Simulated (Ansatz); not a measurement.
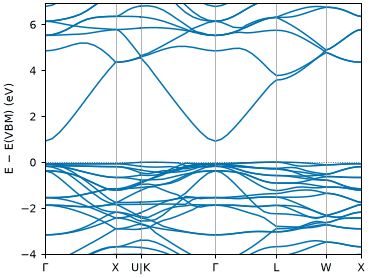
Band structure from plane-wave PAW PBE (Ansatz code)

**Question.** Read off the gap and where the band edges lie.

**Answer.** About 0.9 eV (0.92 eV by a search for the band edges); maximum at L, minimum at Γ.

**Question.** Pick the material that matches.
A) Mg2Si, fluorite or antifluorite type
B) CdIn2O4, spinel
C) CeO2, fluorite
D) CdF2, fluorite

**Answer.** B, CdIn2O4, spinel

Space group Fd-3m (spinel). Symmetry was held in the PBE relaxation. Spin–orbit coupling is left out wherever it is not named.

Potentials: the later of the program's two PAW sets.
